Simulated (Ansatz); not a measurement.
**H$_{3}$IOSeSi: density, localisation and related maps**

```yaml
atoms:
  - { symbol: O, position_ang: [-0.3828, 1.5867, -0.5638] }
  - { symbol: Si, position_ang: [-0.1978, 0.4015, 1.1785] }
  - { symbol: Se, position_ang: [1.8118, -0.5116, 0.3303] }
  - { symbol: I, position_ang: [-1.9547, -1.2154, 0.1932] }
  - { symbol: H, position_ang: [0.4034, 1.4361, -1.1012] }
  - { symbol: H, position_ang: [-1.1504, 1.3535, -1.0966] }
  - { symbol: H, position_ang: [1.2453, -1.4664, -0.6217] }
```

Core potentials replace the inner electrons of I.

These are results of RKS BHLYP/def2-SVP (Ansatz 0.2.0), not measurements.

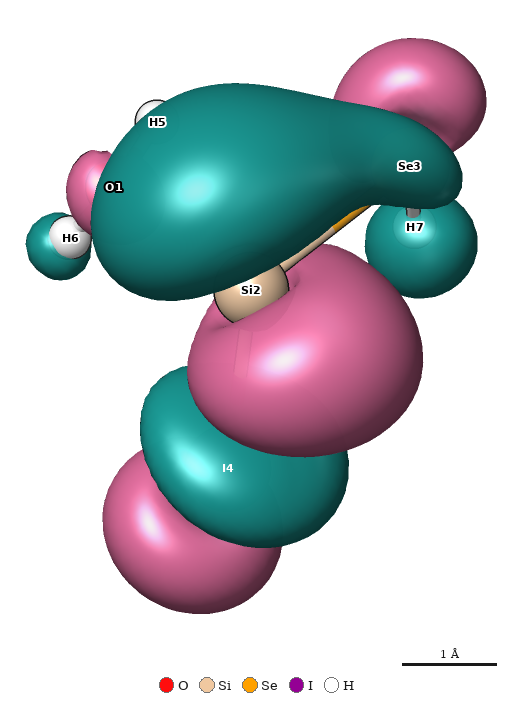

Figure 1. One frontier orbital at ±0.1 Å⁻³ᐟ² (teal and pink are the two phases), seen across its widest extent.

### Which orbital is it: HOMO or LUMO?

The LUMO, at −0.26 eV. It lies mainly on Si2 (about 50 %), I4 (about 25 %) and Se3 (about 15 %).

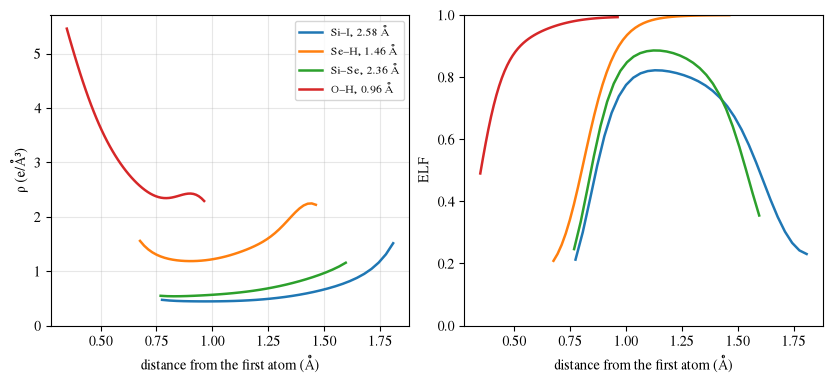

Figure 2. Electron density and electron localisation function along straight lines between neighbouring atoms. The curves leave out the atomic cores.

### Compare the contacts.

Si–I (2.58 Å): ρ is about 0.51 e/Å³ halfway, with its minimum of 0.45 e/Å³ about 1.0 Å from Si; the ELF peaks at about 0.80 between the atoms, as expected for a covalent bond.
Se–H (1.46 Å): ρ at the midpoint is about 1.3 e/Å³; the ELF climbs to about 1 towards the hydrogen, as it does in any bond to H.
Si–Se (2.36 Å): ρ is about 0.64 e/Å³ halfway, with its minimum of 0.54 e/Å³ about 0.8 Å from Si; the ELF peaks at about 0.90 between the atoms: localised, covalent bonding.
O–H (0.96 Å): the density is about 3.8 e/Å³ at the midpoint; the ELF climbs to about 1 towards the hydrogen (a covalent bond by its length).

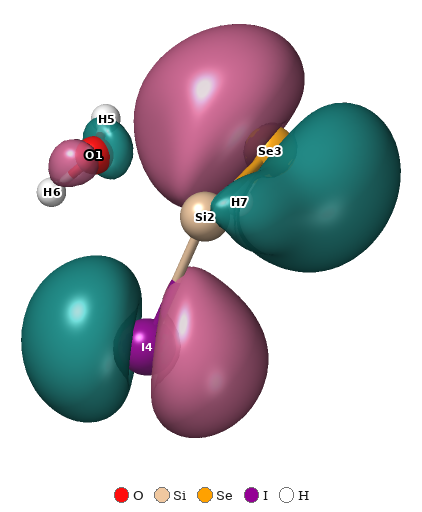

Figure 3. The HOMO−1 at ±0.06 Å⁻³ᐟ² (teal and pink are the two phases), seen at a tilt.

### Describe this orbital and give its energy.

By Hirshfeld shares it lies mainly on Se3 (about 60 %) and I4 (about 25 %). Its energy is −8.08 eV.
